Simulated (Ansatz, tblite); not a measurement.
# In9As9 wurtzite bond sphere (In₉As₉H₂₆): spin-state energies by level

Aim: set other spin states of In9As9 wurtzite bond sphere (In₉As₉H₂₆) against its singlet, on many levels of theory.

Computed with Ansatz 0.2.0, Gaussian basis. Level: as each input shows.

Plan: triplet, at the geometry of the singlet (GFN1-xTB, GFN2-xTB, PBE0-D4/def2-SVP, PBE-D4/def2-SVP); the singlet's energies come from earlier runs.

1 further run of the same task is left out (set aside as unsound or not needed). Runs told in other sessions of the task aren't counted.

### 1 The geometry

The singlet was relaxed beforehand with PBE-D4/def2-SVP.

44 atoms, charge 0, spin multiplicity 1.

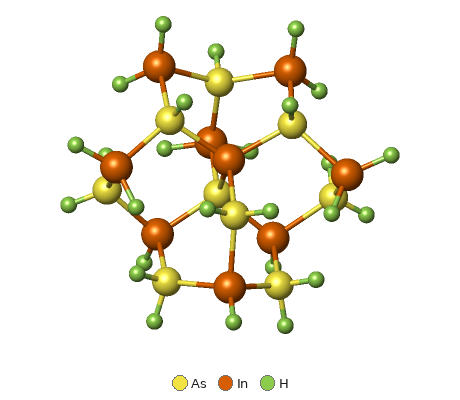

The geometry (arsenic yellow, indium orange, hydrogen green).

In takes a core potential in the def2 sets. No spin-orbit coupling is included.

### 2 Triplet at the fixed geometry, GFN1-xTB

Tight binding, by tblite at 300 K electronic temperature and without a spin-polarisation term:

```python
tblite.interface.Calculator('GFN1-xTB', numbers, positions, charge=0, uhf=2).singlepoint()
```

Energy -1341.5972 eV; 0.52 s.

### 3 Triplet at the fixed geometry, GFN2-xTB

Tight binding, by tblite at 300 K electronic temperature and without a spin-polarisation term:

```python
tblite.interface.Calculator('GFN2-xTB', numbers, positions, charge=0, uhf=2).singlepoint()
```

Energy -1234.4807 eV; 0.44 s.

### 4 Triplet at the fixed geometry, PBE0-D4/def2-SVP

Input file in.yaml:

```yaml
crystal:
  periodic: [false, false, false]
  atoms:
    - {symbol: As, position_ang: [1.244601, -4.038305, -0.304035]}
    - {symbol: In, position_ang: [-1.246386, -3.149084, 0.118875]}
    - {symbol: As, position_ang: [-1.010308, -2.936395, 2.888109]}
    - {symbol: In, position_ang: [-1.247208, -0.715779, -3.476242]}
    - {symbol: As, position_ang: [-1.147704, -0.665767, -0.699786]}
    - {symbol: In, position_ang: [-3.349089, 0.489828, 0.116150]}
    - {symbol: In, position_ang: [-1.070001, -0.615260, 4.243453]}
    - {symbol: As, position_ang: [-3.050798, 0.592818, 2.885527]}
    - {symbol: As, position_ang: [-2.872327, 3.090447, -0.313067]}
    - {symbol: In, position_ang: [3.381492, -2.896059, 1.026161]}
    - {symbol: In, position_ang: [3.245233, -0.880424, -3.341424]}
    - {symbol: As, position_ang: [1.052947, 0.608081, -3.850113]}
    - {symbol: As, position_ang: [3.159070, -0.750480, -0.574346]}
    - {symbol: In, position_ang: [1.021661, 0.588914, 0.150586]}
    - {symbol: As, position_ang: [0.940966, 0.544653, 2.914453]}
    - {symbol: In, position_ang: [0.869196, 3.251687, -3.343609]}
    - {symbol: As, position_ang: [0.931899, 3.109158, -0.576432]}
    - {symbol: In, position_ang: [-0.818678, 4.372378, 1.021620]}
    - {symbol: H, position_ang: [1.196235, -5.565389, -0.295122]}
    - {symbol: H, position_ang: [1.443970, -3.860467, -1.807347]}
    - {symbol: H, position_ang: [-2.594343, -4.210712, -0.150786]}
    - {symbol: H, position_ang: [-1.965647, -3.880752, 3.618272]}
    - {symbol: H, position_ang: [0.283572, -3.593238, 3.362994]}
    - {symbol: H, position_ang: [-1.090241, -2.418884, -3.837695]}
    - {symbol: H, position_ang: [-2.639560, 0.282266, -3.825578]}
    - {symbol: H, position_ang: [-4.941827, -0.147818, -0.154341]}
    - {symbol: H, position_ang: [-1.127956, -0.647291, 5.975369]}
    - {symbol: H, position_ang: [-4.346940, 0.240779, 3.616037]}
    - {symbol: H, position_ang: [-2.972059, 2.042978, 3.356659]}
    - {symbol: H, position_ang: [-2.612994, 3.169580, -1.815750]}
    - {symbol: H, position_ang: [-4.218790, 3.812640, -0.312474]}
    - {symbol: H, position_ang: [4.785778, -3.863114, 0.703747]}
    - {symbol: H, position_ang: [2.669391, -2.572359, 2.594619]}
    - {symbol: H, position_ang: [2.818567, -2.554026, -3.616792]}
    - {symbol: H, position_ang: [4.718706, -0.070617, -3.788472]}
    - {symbol: H, position_ang: [1.096728, 0.630831, -5.384323]}
    - {symbol: H, position_ang: [4.231120, 0.224851, -0.079527]}
    - {symbol: H, position_ang: [2.223960, -0.042696, 3.494695]}
    - {symbol: H, position_ang: [1.078491, 1.948325, 3.496134]}
    - {symbol: H, position_ang: [-0.791500, 3.725489, -3.619988]}
    - {symbol: H, position_ang: [2.311126, 4.118092, -3.787282]}
    - {symbol: H, position_ang: [2.310493, 3.550420, -0.076355]}
    - {symbol: H, position_ang: [-0.895966, 3.593045, 2.589709]}
    - {symbol: H, position_ang: [-0.956381, 6.072056, 0.699915]}
basis:
  gaussian: {orbitals: def2-SVP, fitting: {mean_field: def2-universal-jkfit}}
magnetization: {spin_polarized: true, initial_magnetization: 2}
hamiltonian: {xc: pbe0, dispersion: d4}
scf: {omitted_lower_state_checks: [starts]}
output: {orbitals: {seedname: orbitals}}
```

Command:

```
> ansatz run in.yaml --threads 4 --pin off --events-out ev --progress --plain --max-ram 66560MiB --backend cuda --devices 0, --max-vram 37GiB
```

Log:

```text
Functional definition: PBE0
  name "PBE0"
  cite "Adamo & Barone, J. Chem. Phys. 110, 6158 (1999) doi:10.1063/1.478522"
  cite "Perdew, Burke & Ernzerhof, Phys. Rev. Lett. 77, 3865 (1996) doi:10.1103/PhysRevLett.77.3865"
  parent pbe
  parameter a = 0.25
  parameter kappa = 0.804
  parameter beta = 0.06672455060314922
  exchange = (1 - a)*pbe_x(kappa = kappa, mu = beta*pi^2/3) + a*exact_x
  correlation = pbe_c(beta = beta)
these checks for a lower state are left out or cut short: starts
4824 factors; integrals over basis functions are off by at most 3.5e-1 eV
mean field evaluation 1: about -594425.6624 eV, gradient 2.8e1 eV
mean field evaluation 2: about -594417.3751 eV, gradient 4.0e1 eV
mean field evaluation 4: about -594429.9100 eV, gradient 7.3e0 eV
mean field evaluation 8: about -594430.4366 eV, gradient 7.3e-1 eV
mean field evaluation 16: about -594430.4592 eV, gradient 9.9e-2 eV
mean field evaluation 32: about -594430.6332 eV, gradient 1.5e-5 eV
mean field -594430.63321464 eV, -21844.9228510836 hartree, gradient 9.5e-6 eV, S^2 2.006337; 0 other end points of the search recorded, 0 dependent functions left out
reference -594430.63331465 eV, -21844.9228547588 hartree; 257, 255 occupied and 395, 397 virtual orbitals, 4824 factors
Total energy: -594433.51956088 eV, -21845.0289223514 hartree
Checks for a lower state left out: starts
```

Wall time 29 s (1 × H100 (card shared with other runs) with 4 threads of AMD EPYC 7R13, shared host); peak host memory 1.4 GiB.

Report: HOMO -2.93 eV, LUMO -5.52 eV (over both spins; with the spin held, an empty level of the minority spin lies below the top filled one); ⟨S²⟩ 2.006 (pure: 2.00).

### 5 Triplet at the fixed geometry, PBE-D4/def2-SVP

start.molden holds the orbitals of an earlier run on this state, given as this run's starting guess.

in.yaml: that of step 4 with these lines changed.

```diff
@@ -48,5 +48,5 @@
 basis:
-  gaussian: {orbitals: def2-SVP, fitting: {mean_field: def2-universal-jkfit}}
+  gaussian: {orbitals: def2-SVP, fitting: {mean_field: def2-universal-jkfit}, initial_orbitals: start.molden}
 magnetization: {spin_polarized: true, initial_magnetization: 2}
-hamiltonian: {xc: pbe0, dispersion: d4}
+hamiltonian: {xc: pbe, dispersion: d4}
 scf: {omitted_lower_state_checks: [starts]}
```

Launched as before.

Log:

```text
Functional definition: PBE
  name "PBE"
  cite "Perdew, Burke & Ernzerhof, Phys. Rev. Lett. 77, 3865 (1996) doi:10.1103/PhysRevLett.77.3865"
  parent pbe
  parameter kappa = 0.804
  parameter beta = 0.06672455060314922
  exchange = pbe_x(kappa = kappa, mu = beta*pi^2/3)
  correlation = pbe_c(beta = beta)
these checks for a lower state are left out or cut short: starts
4824 factors; integrals over basis functions are off by at most 3.5e-1 eV
mean field evaluation 1: about -594413.0148 eV, gradient 1.2e1 eV
mean field evaluation 2: about -594413.7143 eV, gradient 7.7e-1 eV
mean field evaluation 4: about -594413.7574 eV, gradient 2.5e-1 eV
mean field evaluation 8: about -594413.7593 eV, gradient 2.6e-5 eV
mean field evaluation 16: about -594413.7593 eV, gradient 2.4e-6 eV
mean field -594413.75932965 eV, -21844.3027472476 hartree, gradient 2.4e-6 eV, S^2 2.001978; 0 other end points of the search recorded, 0 dependent functions left out
reference -594413.75946382 eV, -21844.3027521783 hartree; 257, 255 occupied and 395, 397 virtual orbitals, 4824 factors
Total energy: -594416.88828442 eV, -21844.4177342145 hartree
Checks for a lower state left out: starts
```

Wall time 13 s (1 × H100 (card shared with other runs) with 4 threads of AMD EPYC 7R13, shared host); peak host memory 1.4 GiB.

Report: HOMO -2.60 eV, LUMO -5.69 eV (over both spins; with the spin held, an empty level of the minority spin lies below the top filled one); ⟨S²⟩ 2.002 (pure: 2.00).

### 6 Triplet less singlet, vertical

The singlet's energies are those of its earlier runs, whose logs aren't repeated here.

```tsv
level	triplet less singlet, vertical (eV)	time
GFN1-xTB	+2.866	0.86 s
GFN2-xTB	+2.775	0.76 s
PBE-D4/def2-SVP	+3.064	20 s
PBE0-D4/def2-SVP	+3.661	35 s
```

Times add the two runs; a level without a time comes out of a correlated run. Tight binding without a spin term can't rank spin states.

### 7 Results

| quantity | value |
| --- | --- |
| triplet less singlet, vertical, functionals in def2-SVP | +3.064 (PBE-D4) to +3.661 eV (PBE0-D4) |

What this shows: All functionals put the triplet above the singlet, over a spread of 0.597 eV. The checks for a lower triplet were left out, so another state of that spin may lie lower. These are electronic energies, without zero-point motion, entropy or surroundings.
